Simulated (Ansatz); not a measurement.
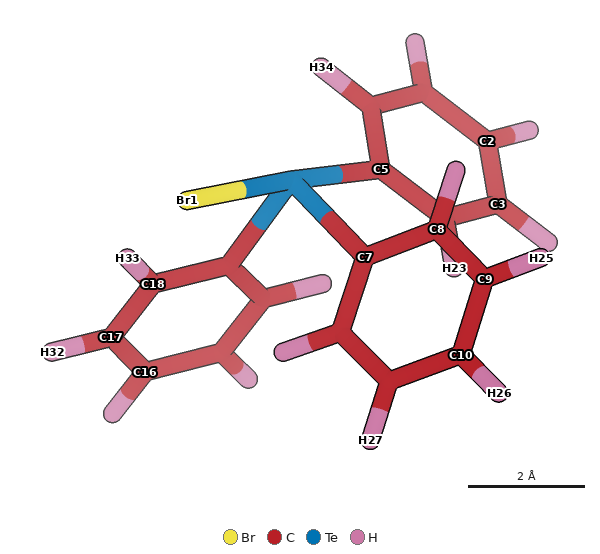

The input geometry (stick view, seen at an oblique angle; atoms are numbered from 1 in the order of the input). Bond lengths as drawn: Br–Te 2.84 Å, C–C 1.40 to 1.41 Å, C–H 1.10 Å and C–Te 2.15 to 2.24 Å.

## Single-point calculation of C18H15BrTe (charge −1)

System: C18H15BrTe (triphenyltelluronium bromide), charge −1, multiplicity 2.
Method: UKS PBE-D4/def2-TZVP (Ansatz 0.2.0).

The geometry comes from this level: PBE-D4/def2-SVP.

**What the program printed**
```
Functional definition: PBE
  name "PBE"
  cite "Perdew, Burke & Ernzerhof, Phys. Rev. Lett. 77, 3865 (1996) doi:10.1103/PhysRevLett.77.3865"
  parent pbe
  parameter kappa = 0.804
  parameter beta = 0.06672455060314922
  exchange = pbe_x(kappa = kappa, mu = beta*pi^2/3)
  correlation = pbe_c(beta = beta)
these checks for a lower state are left out or cut short: starts
2104 factors; integrals over basis functions are off by at most 5.0e-1 eV
mean field evaluation 1: about -96220.9883 eV, gradient 1.3e1 eV
mean field evaluation 2: about -96221.3815 eV, gradient 4.6e-1 eV
mean field evaluation 4: about -96221.3829 eV, gradient 7.2e-2 eV
mean field evaluation 8: about -96221.3829 eV, gradient 2.4e-5 eV
mean field -96221.38292862 eV, -3536.0706014308 hartree, gradient 1.3e-5 eV, S^2 0.752358; 0 other end points of the search recorded, 0 dependent functions left out
reference -96221.38301327 eV, -3536.0706045417 hartree; 92, 91 occupied and 654, 655 virtual orbitals, 2104 factors
Total energy: -96223.01730473 eV, -3536.1306636451 hartree
Checks for a lower state left out: starts
```

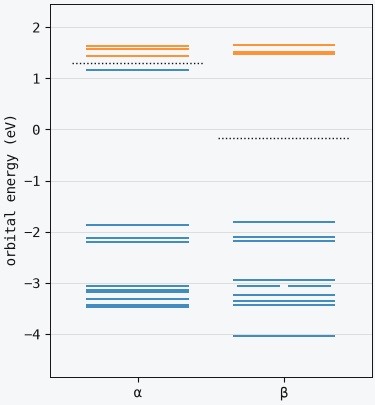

Orbital energies near the frontier for α and β spins; the dotted line parts filled from empty levels, and levels within 0.02 eV of each other stand side by side. α: highest filled 1.16 eV, lowest empty 1.43 eV, 0.27 eV apart; β: highest filled −1.82 eV, lowest empty 1.48 eV, 3.30 eV apart.

The run was set up as follows.

**Input**
```yaml
crystal:
  periodic: [false, false, false]
  atoms:
    - {symbol: Br, position_ang: [-2.007012, -2.095255, -2.998264]}
    - {symbol: C, position_ang: [2.371395, -0.953513, 3.465396]}
    - {symbol: C, position_ang: [2.509980, -0.045676, 2.402827]}
    - {symbol: C, position_ang: [1.726272, -0.186105, 1.244812]}
    - {symbol: C, position_ang: [0.798757, -1.239878, 1.145887]}
    - {symbol: Te, position_ang: [-0.512864, -1.669112, -0.617260]}
    - {symbol: C, position_ang: [0.691694, -0.368564, -1.833237]}
    - {symbol: C, position_ang: [2.044604, -0.687017, -2.023658]}
    - {symbol: C, position_ang: [2.831425, 0.139686, -2.843103]}
    - {symbol: C, position_ang: [2.266962, 1.270919, -3.451346]}
    - {symbol: C, position_ang: [0.910689, 1.575444, -3.249825]}
    - {symbol: C, position_ang: [0.110345, 0.750326, -2.445017]}
    - {symbol: C, position_ang: [-1.975768, -0.209268, 0.079314]}
    - {symbol: C, position_ang: [-1.648719, 0.684330, 1.113178]}
    - {symbol: C, position_ang: [-2.619163, 1.595802, 1.559663]}
    - {symbol: C, position_ang: [-3.902598, 1.601730, 0.990926]}
    - {symbol: C, position_ang: [-4.217732, 0.695330, -0.032912]}
    - {symbol: C, position_ang: [-3.254856, -0.215860, -0.497652]}
    - {symbol: C, position_ang: [0.670628, -2.151938, 2.208957]}
    - {symbol: C, position_ang: [1.449434, -2.007652, 3.369192]}
    - {symbol: H, position_ang: [2.986996, -0.840677, 4.370928]}
    - {symbol: H, position_ang: [3.234097, 0.781051, 2.475059]}
    - {symbol: H, position_ang: [1.840540, 0.535915, 0.421484]}
    - {symbol: H, position_ang: [2.496080, -1.564812, -1.536277]}
    - {symbol: H, position_ang: [3.892107, -0.106254, -3.004217]}
    - {symbol: H, position_ang: [2.886630, 1.917478, -4.090979]}
    - {symbol: H, position_ang: [0.464729, 2.459203, -3.730933]}
    - {symbol: H, position_ang: [-0.959775, 0.966764, -2.311729]}
    - {symbol: H, position_ang: [-0.651427, 0.680571, 1.574550]}
    - {symbol: H, position_ang: [-2.362680, 2.304405, 2.362841]}
    - {symbol: H, position_ang: [-4.659811, 2.315827, 1.349310]}
    - {symbol: H, position_ang: [-5.222416, 0.691862, -0.484064]}
    - {symbol: H, position_ang: [-3.481477, -0.911954, -1.323673]}
    - {symbol: H, position_ang: [-0.045906, -2.989310, 2.141499]}
    - {symbol: H, position_ang: [1.338842, -2.723798, 4.198312]}
basis:
  gaussian: {orbitals: def2-TZVP, fitting: {mean_field: def2-universal-jkfit}, initial_orbitals: start.molden}
total_charge: -1
magnetization: {spin_polarized: true, initial_magnetization: 1}
hamiltonian: {xc: pbe, dispersion: d4}
scf: {omitted_lower_state_checks: [starts]}
output: {orbitals: {seedname: orbitals}}
```

Launch command:
```bash
ansatz run in.yaml --threads 2 --pin off --events-out ev --progress --plain --max-ram 22528MiB --backend cuda --devices 0, --max-vram 18GiB
```

**Key numbers**

| quantity | value |
| --- | --- |
| outcome | converged |
| total energy | −96223.0173 eV |
| mean-field energy | −96221.3830 eV |
| dispersion energy | −1.6343 eV |
| ⟨S²⟩ | 0.752 |
| SCF solution under orbital rotations | stable |
| HOMO (either spin) | 1.16 eV |
| LUMO (either spin) | 1.43 eV |
| hardware | 2 CPU threads, shared host |
| wall time | 7 s (CPU time 8.9 s) |
| peak memory | 1.3 GiB |

**Remarks**

The highest filled orbital lies above zero: either the extra electron isn't bound at this level, or the self-interaction error of the functional lifts the level.
